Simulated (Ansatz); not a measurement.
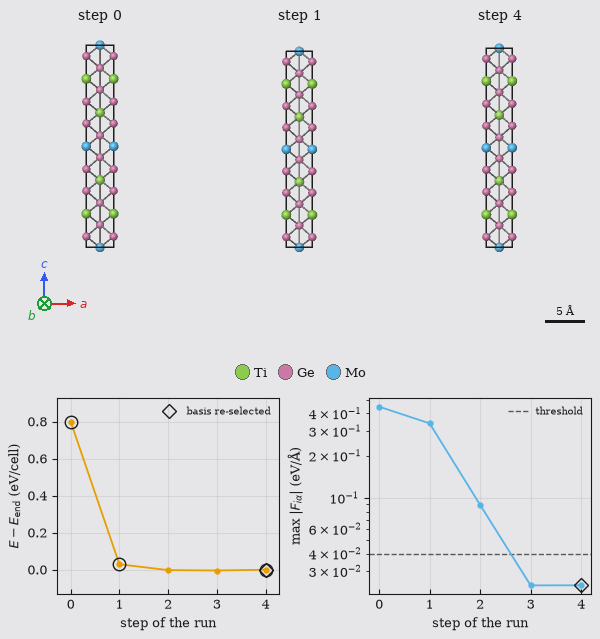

Frames of a relaxation of crystalline Ti₂Ge₆Mo (a generated structure, set up in I4/mmm) (coarse preliminary run), marked on the history of the run. A ball-and-stick model of the conventional cell (2 times the calculation's cell), seen along the b axis. Lengths and directions refer to the drawn axes.

All numbers below come from Ansatz 0.2.0, DFT PBE, scalar-relativistic, plane waves, PAW. Set-up: plane-wave cutoff 420 eV; k-point mesh 6 × 6 × 6; occupations gaussian; smearing width 0.1 eV; no spin polarisation; cell and atoms relaxed; force threshold 0.04 eV/Å; at most 70 steps.

Q: Describe the path.

A: The largest moves relative to the cell, 0.060 Å, are those of Ge atoms. Largest moves by element: Ge 0.060 Å, Ti 0.043 Å. Mo stays in place. The drawn cell changes as follows: a = b 3.527 → 3.346 Å (−5.1 %), c 26.087 → 25.691 Å (−1.5 %); the volume changes by −11.4 %. Some distances before and after: Ge–Ge 2.929 → 2.791 Å, Ge–Mo 2.863 → 2.727 Å, Ge–Ti 2.863 → 2.750 Å, Ge–Mo 2.942 → 2.837 Å. The space group stays I4/mmm (No. 139). The energy falls by 0.800 eV per cell of the calculation in 3 accepted moves (4 points after the start). The largest force component goes from 0.45 to 0.024 eV/Å. The pressure goes from −11.33 to 0.01 GPa. At 1 point the geometry stayed and the basis and grid were re-selected for the new cell (energy shift of 4.3 meV per cell of the calculation at most each time). From step 0 to 1: Ge atoms move most (0.04 Å), volume −12.3 %, energy −0.771 eV per cell of the calculation. From step 1 to 4: Ge atoms move most (0.03 Å), volume +1.1 %, energy −29.3 meV per cell of the calculation.

```tsv
step	E − E(0), meV/atom	largest force component, eV/Å	pressure, GPa	volume, Å³/atom	note
0	0.00	0.4473	-11.33	18.025	
1	-85.63	0.3401	1.68	15.807	
2	-89.13	0.0891	-0.19	15.999	
3	-89.37	0.0238	0.00	15.978	
4	-88.89	0.0238	0.01	15.978	same geometry, new basis
```
